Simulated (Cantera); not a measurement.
Charge: 1 mol SiC, 0.036 mol C, 0.64 mol H2, at 1.00 bar.

Cantera equilibrium calculation (NASA polynomials, part measured and part estimated; ideal gas, pure solids and liquids). Candidate condensed phases: C, C6H6, C7H8, C8H18, Si, SiC; 87 gas species. Gases not in the tables: Si2H6 and higher silanes. The numbers say what is thermodynamically allowed, not how fast it happens.

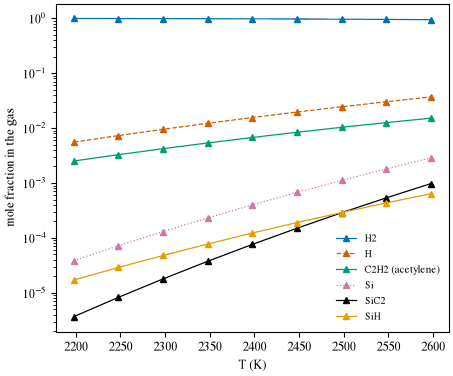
Fig. 1. Equilibrium gas composition (values under 1e-9 drawn at 1e-9)

From 2198 K to 2598 K the condensed part is C(graphite) + SiC(s). The main Si-bearing gas is Si throughout.
